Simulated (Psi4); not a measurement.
# DSD-PBEP86/def2-SVP (core potential, density fitting for correlation) run of WCl4O (SMILES O=[W](Cl)(Cl)(Cl)Cl)

Aim: the energy change on altering one bond length of WCl4O at DSD-PBEP86/def2-SVP (core potential, density fitting for correlation), from 2 runs. 

The results are computed with Psi4 1.11.

2 further runs of the same task are left out: 2 set aside as unsound or not needed.

## 1. Starting point

The species is WCl4O (6 atoms), meant as a singlet with charge 0. SMILES: `O=[W](Cl)(Cl)(Cl)Cl`. The coordinates come from a PBE0-D4/def2-TZVP relaxation.

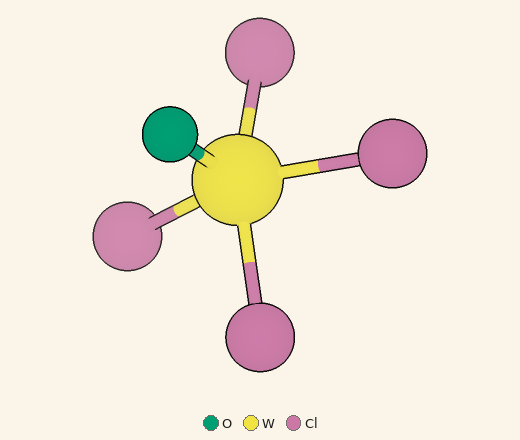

Viewed from a chosen angle; oxygen teal, tungsten yellow, chlorine pink.

## 2. A single-point energy at DSD-PBEP86/def2-SVP (core potential, density fitting for correlation)

Contents of cl4ow.py:

```python
import psi4

psi4.set_memory(2200000000)
psi4.set_num_threads(1)
psi4.set_output_file('run.log', False)

geom = psi4.geometry("""
0 1
O
W 1 1.667528
Cl 2 2.287223 1 103.95069
Cl 2 2.287233 1 103.94986 3 -179.9998
Cl 2 2.287237 1 103.94195 4 -89.99998
Cl 2 2.287241 1 103.94264 5 179.99978
symmetry c1
""")

options = {'basis': 'def2-SVP', 'puream': True, 'e_convergence': 1e-09, 'd_convergence': 1e-08, 'scf_type': 'pk', 'dft_radial_points': 99, 'dft_spherical_points': 590, 'num_frozen_docc': 21}
psi4.set_options(options)

e, wfn = psi4.energy('dsd-pbep86', molecule=geom, return_wfn=True)
print(f'dsd-pbep86 energy: {e:.10f} Eh')
```

Run with:

```bash
python cl4ow.py
```

run.log:

```text
[...]
    !!!  WARNING: ECP capability is in beta. Please check occupations closely.  !!!
[...]
  Running in c1 symmetry.
[...]
  Nuclear repulsion =  611.276170207687755
[...]
  Multiplicity = 1
[...]
  Nalpha       = 45
  Nbeta        = 45
[...]
    Number of basis functions: 118
[...]
   @RKS iter   1: -1979.81984119109870   -2.11114e-01   9.07582e-03 DIIS/ADIIS
[...]
   @RKS iter  14: -1980.39000808928381    1.13687e-12   3.28759e-09 DIIS
[...]
    Orbital Energies [Eh]
    ---------------------
    Doubly Occupied:
       1A   -103.677118     2A   -103.677102     3A   -103.677092
       4A   -103.677084     5A    -20.177200     6A    -10.214706
       7A    -10.214701     8A    -10.214693     9A    -10.214690
      10A     -7.785588    11A     -7.785569    12A     -7.785560
      13A     -7.785556    14A     -7.782387    15A     -7.782383
      16A     -7.782378    17A     -7.782375    18A     -7.782363
      19A     -7.782354    20A     -7.782346    21A     -7.782343
      22A     -3.499632    23A     -2.055778    24A     -2.028100
      25A     -2.028099    26A     -1.206936    27A     -1.051547
      28A     -1.025117    29A     -1.018243    30A     -1.018233
      31A     -0.608288    32A     -0.597124    33A     -0.597121
      34A     -0.572643    35A     -0.568860    36A     -0.546630
[...]
  @RKS Final Energy: -1980.39000808928381
   => Energetics <=
    Nuclear Repulsion Energy =            611.2761702076877555
    One-Electron Energy =               -3973.9761867903562234
    Two-Electron Energy =                1418.9967664986186264
    DFT Exchange-Correlation Energy =     -36.6867580052339619
    Empirical Dispersion Energy =           0.0000000000000000
    VV10 Nonlocal Energy =                  0.0000000000000000
    Total Energy =                      -1980.3900080892838105
[...]
 Multipole Moments:
 ------------------------------------------------------------------------------------
     Multipole            Electronic (a.u.)      Nuclear  (a.u.)        Total (a.u.)
 ------------------------------------------------------------------------------------
 L = 1.  Multiply by 2.5417464519 to convert [e a0] to [Debye]
 Dipole X            :          0.0000888           -0.0000730            0.0000158
 Dipole Y            :         -0.0004156            0.0003834           -0.0000322
 Dipole Z            :        -20.1102312           20.3854505            0.2752193
 Magnitude           :                                                    0.2752193
[...]
```

The script printed:

```text
dsd-pbep86 energy: -1980.9870772629 Eh
```

It took 20 s on 1 thread of AMD EPYC 7R43 (Zen 3), shared host; peak memory 0.67 GiB.

## 3. The distorted shape

Contents of cl4ow.xyz:

```xyz
6
Cl4OW
O     -0.011481    -1.995905     0.213065
W     -0.000510    -0.089070     0.009510
Cl     1.915280     0.567920     1.072290
Cl    -1.910010     0.350500    -1.170330
Cl     1.129180     0.249450    -1.950250
Cl    -1.123900     0.668360     1.852270
```

Contents of run.py:

```python
import numpy as np
from ase.calculators.psi4 import Psi4
from ase.io import read

atoms = read('cl4ow.xyz')
calc = Psi4(atoms=atoms, method='dsd-pbep86', basis='def2-SVP', memory='2200MB', num_threads=1, charge=0, multiplicity=1, label='cl4ow')
calc.psi4.set_options({'puream': True, 'e_convergence': 1e-09, 'd_convergence': 1e-08, 'scf_type': 'pk', 'dft_radial_points': 99, 'dft_spherical_points': 590, 'num_frozen_docc': 21})
atoms.calc = calc

print(f'energy: {atoms.get_potential_energy():.6f} eV')
```

Run with:

```bash
python run.py
```

cl4ow.dat:

```text
[...]
    !!!  WARNING: ECP capability is in beta. Please check occupations closely.  !!!
[...]
  Running in c1 symmetry.
[...]
  Nuclear repulsion =  601.623361978275398
[...]
  Multiplicity = 1
[...]
  Nalpha       = 45
  Nbeta        = 45
[...]
    Number of basis functions: 118
[...]
   @RKS iter   1: -1979.57576349743886   -1.46589e-01   9.91868e-03 ADIIS/DIIS
[...]
   @RKS iter  18: -1980.32557944942982   -8.64020e-12   5.78830e-09 DIIS
[...]
    Orbital Energies [Eh]
    ---------------------
    Doubly Occupied:
       1A   -103.689299     2A   -103.689282     3A   -103.689273
       4A   -103.689264     5A    -20.148091     6A    -10.226504
       7A    -10.226499     8A    -10.226490     9A    -10.226488
      10A     -7.797350    11A     -7.797331    12A     -7.797322
      13A     -7.797317    14A     -7.794249    15A     -7.794246
      16A     -7.794239    17A     -7.794237    18A     -7.794047
      19A     -7.794038    20A     -7.794029    21A     -7.794027
      22A     -3.510283    23A     -2.039583    24A     -2.039582
      25A     -2.034354    26A     -1.144634    27A     -1.060798
      28A     -1.034592    29A     -1.027494    30A     -1.027483
      31A     -0.584387    32A     -0.582150    33A     -0.555510
      34A     -0.545851    35A     -0.545844    36A     -0.536803
[...]
  @RKS Final Energy: -1980.32557944942982
   => Energetics <=
    Nuclear Repulsion Energy =            601.6233619782753976
    One-Electron Energy =               -3954.4562652879722009
    Two-Electron Energy =                1409.1496042366857182
    DFT Exchange-Correlation Energy =     -36.6422803764185971
    Empirical Dispersion Energy =           0.0000000000000000
    VV10 Nonlocal Energy =                  0.0000000000000000
    Total Energy =                      -1980.3255794494298243
[...]
 Multipole Moments:
 ------------------------------------------------------------------------------------
     Multipole            Electronic (a.u.)      Nuclear  (a.u.)        Total (a.u.)
 ------------------------------------------------------------------------------------
 L = 1.  Multiply by 2.5417464519 to convert [e a0] to [Debye]
 Dipole X            :         -0.1010413            0.1060834            0.0050421
 Dipole Y            :        -17.6301955           18.5006427            0.8704472
 Dipole Z            :          1.8821642           -1.9750808           -0.0929166
 Magnitude           :                                                    0.8754069
[...]
```

On the terminal:

```text
energy: -53904.581663 eV
```

It took 24 s on 1 thread of AMD EPYC 7R43 (Zen 3), shared host; peak memory 0.7 GiB.

## 4. Summary of results

At DSD-PBEP86/def2-SVP (core potential, density fitting for correlation), 21 core orbitals frozen:

| quantity | value |
| --- | --- |
| first shape: total energy | -1980.98708 Eh |
| first shape: HOMO energy (SCF part's orbitals) | -11.10 eV |
| first shape: LUMO energy (SCF part's orbitals) | -3.31 eV |
| first shape: HOMO–LUMO gap (SCF part's orbitals) | 7.78 eV |
| distorted shape: total energy | -1980.95685 Eh |
| distorted shape: HOMO energy (SCF part's orbitals) | -11.35 eV |
| distorted shape: LUMO energy (SCF part's orbitals) | -3.57 eV |
| distorted shape: HOMO–LUMO gap (SCF part's orbitals) | 7.79 eV |
| energy change with the O1–W2 bond stretched from 1.668 to 1.918 Å | 0.822 eV |

What this shows: With the O1–W2 bond stretched from 1.668 to 1.918 Å the energy rises by 0.82 eV (19.0 kcal/mol). The first shape isn't relaxed at this level, so the change isn't measured from a minimum.
